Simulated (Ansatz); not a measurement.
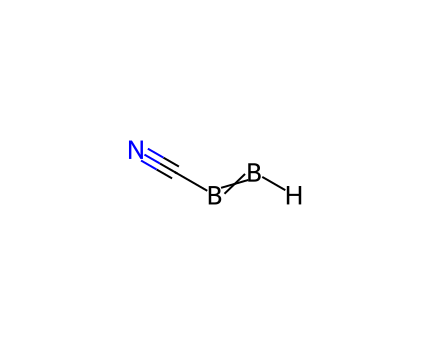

Skeletal drawing of a molecule.

Give its SMILES.

Answer. B=BC#N

What is the molecular formula?

Answer. CHB2N.

An optimisation with PBE0-D4/def2-TZVP gave a structure of which point group?

Answer. C∞v.

More results for the same structure follow; atom numbers are the same in all pictures, views and colours differ. Computed geometry: PBE0-D4/def2-TZVP optimisation. No frequency run is at hand to confirm it as a minimum.

## Shape

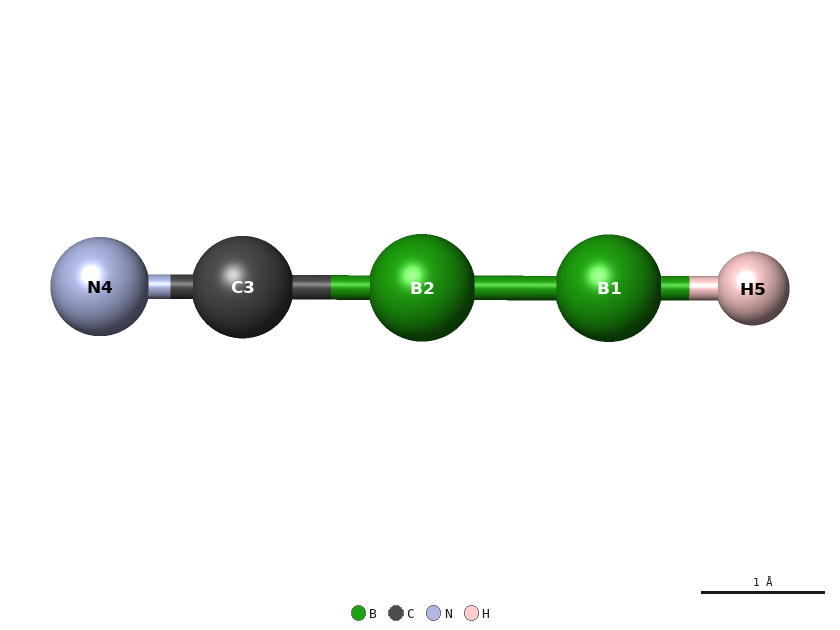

No frequency run is at hand to confirm it as a minimum.

Give the bond lengths.

| bond | length (Å) | order |
| --- | --- | --- |
| B1–B2 | 1.521 | double |
| B1–H5 | 1.174 | single |
| B2–C3 | 1.463 | single |
| C3–N4 | 1.162 | triple |

## Electronic properties

No frequency run is at hand to confirm it as a minimum. Level of theory: RKS PBE0-D4/def2-TZVPP (Ansatz 0.2.0).

Computed properties:

- HOMO energy (Kohn–Sham orbital): −6.54 eV
- LUMO energy (Kohn–Sham orbital): −4.86 eV
- HOMO–LUMO gap: 1.68 eV

## Dipole moment

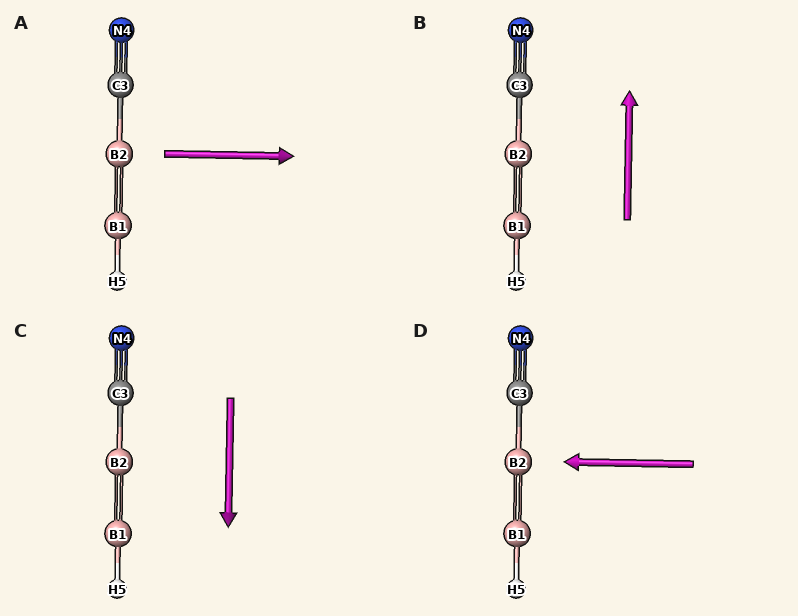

The same molecule four times, each with an arrow. No frequency run is at hand to confirm it as a minimum. Properties computed with RKS PBE0-D4/def2-TZVP (Ansatz 0.2.0).

Which arrow points along the dipole moment, from the negative to the positive end?

Answer. C. The dipole moment is 3.39 D; it points from the side of N4 to the side of H5 (the outermost atoms at the two ends).

## Charges

The questions are on Mulliken charges. No frequency run is at hand to confirm it as a minimum. Level of theory: RKS PBE0-D4/def2-TZVP (Ansatz 0.2.0).

Give the Mulliken charges atom by atom.

```
atom  value (e)
  B1       0.04
  B2      −0.06
  C3      −0.08
  N4      −0.01
  H5       0.11
```

Mulliken values depend strongly on the basis set and can even reverse the polarity of a bond.
